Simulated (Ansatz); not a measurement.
**CH5FSnZn: small, medium and large basis sets**

How large a basis does CH5FSnZn need? Two functionals are run in growing sets.

The runs use Ansatz 0.2.0, Gaussian basis; one geometry, several basis sets.

Plan: PBE0-D4/def2-SVP; ωB97M-V/def2-SVP; PBE0-D4/def2-QZVPP; ωB97M-V/def2-QZVPP; the functionals' def2-TZVPP values are taken from earlier runs.

## (1) The relaxed structure

All runs share one geometry, relaxed beforehand with PBE0-D4 in a triple-zeta def2 set. Sn takes the def2 core potential; no spin-orbit term is included.

9 atoms, charge 0, spin multiplicity 1.

Atoms are counted from 1 here; the program's logs count them from 0.

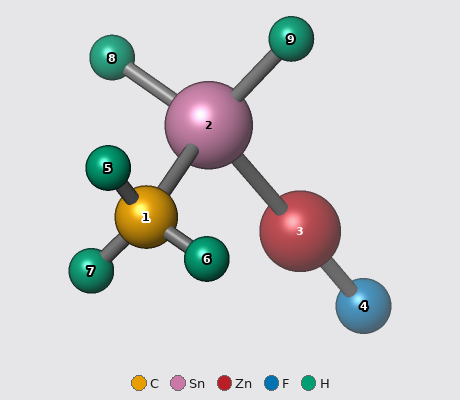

The structure; carbon amber, tin pink, zinc red, fluorine blue, hydrogen teal; atoms are numbered from 1 in the order of the file.

## (2) PBE0-D4 in def2-SVP

The input, in.yaml:

```yaml
crystal:
  periodic: [false, false, false]
  atoms:
    - {symbol: C, position_ang: [0.295140, 1.525111, 0.198529]}
    - {symbol: Sn, position_ang: [0.314251, -0.451637, -0.638262]}
    - {symbol: Zn, position_ang: [-1.088378, -2.086981, 0.715013]}
    - {symbol: F, position_ang: [-2.066094, -3.210423, 1.666348]}
    - {symbol: H, position_ang: [0.910096, 2.181847, -0.416821]}
    - {symbol: H, position_ang: [0.695688, 1.506292, 1.211657]}
    - {symbol: H, position_ang: [-0.723714, 1.910424, 0.224241]}
    - {symbol: H, position_ang: [-0.271491, -0.373786, -2.245585]}
    - {symbol: H, position_ang: [1.934513, -1.000856, -0.715120]}
basis:
  gaussian: {orbitals: def2-SVP}
hamiltonian: {xc: pbe0, dispersion: d4}
output: {orbitals: {seedname: orbitals}}
```

Started as:

```bash
ansatz run in.yaml --threads 4 --pin off --events-out ev --progress --plain --max-ram 10444MiB
```

Standard output:

```text
Functional definition: PBE0
  name "PBE0"
  cite "Adamo & Barone, J. Chem. Phys. 110, 6158 (1999) doi:10.1063/1.478522"
  cite "Perdew, Burke & Ernzerhof, Phys. Rev. Lett. 77, 3865 (1996) doi:10.1103/PhysRevLett.77.3865"
  parent pbe
  parameter a = 0.25
  parameter kappa = 0.804
  parameter beta = 0.06672455060314922
  exchange = (1 - a)*pbe_x(kappa = kappa, mu = beta*pi^2/3) + a*exact_x
  correlation = pbe_c(beta = beta)
1174 factors; integrals over basis functions are off by at most 1.0e-3 eV
mean field evaluation 1: about -58059.0059 eV, gradient 6.2e1 eV
mean field evaluation 2: about -58040.3174 eV, gradient 1.2e2 eV
mean field evaluation 4: about -58066.6433 eV, gradient 6.2e0 eV
mean field evaluation 8: about -58066.8738 eV, gradient 4.5e-1 eV
mean field evaluation 16: about -58066.8740 eV, gradient 5.7e-5 eV
mean field -58066.87404099 eV, -2133.9182618655 hartree, gradient 8.5e-6 eV, S^2 0.000000; 0 other end points of the search recorded, 0 dependent functions left out
reference -58066.87408267 eV, -2133.9182633972 hartree; 36, 36 occupied and 74, 74 virtual orbitals, 1174 factors
Total energy: -58067.01373357 eV, -2133.9233954732 hartree
```

It took 1.1 s on 4 threads of Intel Xeon Platinum 8488C, shared host.

## (3) ωB97M-V in def2-SVP

in.yaml, as its differences from that of step 2:

```diff
@@ -14,3 +14,3 @@
   gaussian: {orbitals: def2-SVP}
-hamiltonian: {xc: pbe0, dispersion: d4}
+hamiltonian: {xc: {name: wB97M-V}}
 output: {orbitals: {seedname: orbitals}}
```

Same command.

Standard output, shortened:

```text
Functional definition: wB97M-V
  name "wB97M-V"
  cite "Mardirossian & Head-Gordon, J. Chem. Phys. 144, 214110 (2016) doi:10.1063/1.4952647"
  cite "Becke, J. Chem. Phys. 107, 8554 (1997) doi:10.1063/1.475007"
  cite "Vydrov & Van Voorhis, J. Chem. Phys. 133, 244103 (2010) doi:10.1063/1.3521275"
  # Of w^i u^j: cxij and so on, Table III.
[...]
  gx(w, u) = 1 - cx + cx01*u + cx10*w
  gss(w, u) = css00 + css04*u^4 + css10*w + css20*w^2 + css43*w^4*u^3
  gos(w, u) = cos00 + cos10*w + (cos20 + cos21*u)*w^2 + (cos60 + cos61*u)*w^6
[...]
      + integral(e_c_pw_mod_opposite_spin*gos(b97_w_opposite, b97_u_opposite)) + vv10(b, c)
1174 factors; integrals over basis functions are off by at most 1.0e-3 eV
279 factors; integrals over basis functions are off by at most 1.0e-5 eV
[...]
mean field -58071.77756568 eV, -2134.0984630743 hartree, gradient 4.9e-5 eV, S^2 0.000000; 0 other end points of the search recorded, 0 dependent functions left out
reference -58071.77763023 eV, -2134.0984654464 hartree; 36, 36 occupied and 74, 74 virtual orbitals, 1174 factors
Total energy: -58071.77763023 eV, -2134.0984654464 hartree
```

Wall time 3.5 s (4 threads of Intel Xeon Platinum 8488C, shared host).

## (4) PBE0-D4 in def2-QZVPP

in.yaml, as its differences from that of step 3:

```diff
@@ -13,4 +13,4 @@
 basis:
-  gaussian: {orbitals: def2-SVP}
-hamiltonian: {xc: {name: wB97M-V}}
+  gaussian: {orbitals: "def2-QZVPP.json"}
+hamiltonian: {xc: pbe0, dispersion: d4}
 output: {orbitals: {seedname: orbitals}}
```

The command is unchanged.

Standard output:

```text
Functional definition: PBE0
  name "PBE0"
  cite "Adamo & Barone, J. Chem. Phys. 110, 6158 (1999) doi:10.1063/1.478522"
  cite "Perdew, Burke & Ernzerhof, Phys. Rev. Lett. 77, 3865 (1996) doi:10.1103/PhysRevLett.77.3865"
  parent pbe
  parameter a = 0.25
  parameter kappa = 0.804
  parameter beta = 0.06672455060314922
  exchange = (1 - a)*pbe_x(kappa = kappa, mu = beta*pi^2/3) + a*exact_x
  correlation = pbe_c(beta = beta)
1803 factors; their error is unknown
mean field evaluation 1: about -58070.1071 eV, gradient 7.4e1 eV
mean field evaluation 2: about -58044.0528 eV, gradient 1.5e2 eV
mean field evaluation 4: about -58080.1381 eV, gradient 9.1e0 eV
mean field evaluation 8: about -58080.2878 eV, gradient 5.0e-2 eV
mean field evaluation 16: about -58080.4418 eV, gradient 8.3e-5 eV
mean field -58080.44183192 eV, -2134.4168689855 hartree, gradient 8.3e-5 eV, S^2 0.000000; 0 other end points of the search recorded, 0 dependent functions left out
reference -58080.44188240 eV, -2134.4168708407 hartree; 36, 36 occupied and 410, 410 virtual orbitals, 1803 factors
Total energy: -58080.58153330 eV, -2134.4220029167 hartree
```

Run time: 6 s. Hardware: 4 threads of Intel Xeon Platinum 8488C, shared host; peak memory 1.7 GiB.

## (5) ωB97M-V in def2-QZVPP

in.yaml, as its differences from that of step 4:

```diff
@@ -14,3 +14,3 @@
   gaussian: {orbitals: "def2-QZVPP.json"}
-hamiltonian: {xc: pbe0, dispersion: d4}
+hamiltonian: {xc: {name: wB97M-V}}
 output: {orbitals: {seedname: orbitals}}
```

The command is unchanged.

Standard output, shortened:

```text
Functional definition: wB97M-V
  name "wB97M-V"
  cite "Mardirossian & Head-Gordon, J. Chem. Phys. 144, 214110 (2016) doi:10.1063/1.4952647"
  cite "Becke, J. Chem. Phys. 107, 8554 (1997) doi:10.1063/1.475007"
  cite "Vydrov & Van Voorhis, J. Chem. Phys. 133, 244103 (2010) doi:10.1063/1.3521275"
  # Of w^i u^j: cxij and so on, Table III.
[...]
  gx(w, u) = 1 - cx + cx01*u + cx10*w
  gss(w, u) = css00 + css04*u^4 + css10*w + css20*w^2 + css43*w^4*u^3
  gos(w, u) = cos00 + cos10*w + (cos20 + cos21*u)*w^2 + (cos60 + cos61*u)*w^6
[...]
      + integral(e_c_pw_mod_opposite_spin*gos(b97_w_opposite, b97_u_opposite)) + vv10(b, c)
1735 factors; their error is unknown
366 factors; integrals over basis functions are off by at most 1.8e-5 eV
[...]
mean field -58085.51774785 eV, -2134.6034054554 hartree, gradient 1.5e-5 eV, S^2 0.000000; 0 other end points of the search recorded, 0 dependent functions left out
reference -58085.51782946 eV, -2134.6034084545 hartree; 36, 36 occupied and 410, 410 virtual orbitals, 1735 factors
Total energy: -58085.51782946 eV, -2134.6034084545 hartree
```

It took 13 s on 4 threads of Intel Xeon Platinum 8488C, shared host; peak memory 2 GiB.

## (6) Functionals by basis

The def2-TZVPP values come from earlier runs at the same geometry.

```csv
functional,basis,functions,energy (eV),from the largest (eV),HOMO (eV),LUMO (eV)
PBE0-D4,def2-SVP,110,-58067.0137,13.568,-7.70,-0.59
PBE0-D4,def2-TZVPP,246,-58079.0814,1.500,-7.91,-1.10
PBE0-D4,def2-QZVPP,446,-58080.5815,0.000,-7.88,-1.13
ωB97M-V,def2-SVP,110,-58071.7776,13.740,-9.69,0.91
ωB97M-V,def2-TZVPP,246,-58084.0579,1.460,-9.93,0.34
ωB97M-V,def2-QZVPP,446,-58085.5178,0.000,-9.91,0.17
```

## (7) Results

| quantity | value |
| --- | --- |
| PBE0-D4: double and triple zeta above quadruple | 13.57, 1.50 eV |
| ωB97M-V: double and triple zeta above quadruple | 13.74, 1.46 eV |

**Reading.** PBE0-D4 gains 12.07 eV from double to triple zeta, then 1.50 eV more. Total energies overstate the basis error of differences, where much of it tends to cancel. The LUMO of ωB97M-V is positive and keeps falling with the basis (0.91 to 0.17 eV): an unbound level that the basis holds in place.

For PBE0-D4 the largest set took about 5 times as long as the smallest (6 s against 1.1 s).
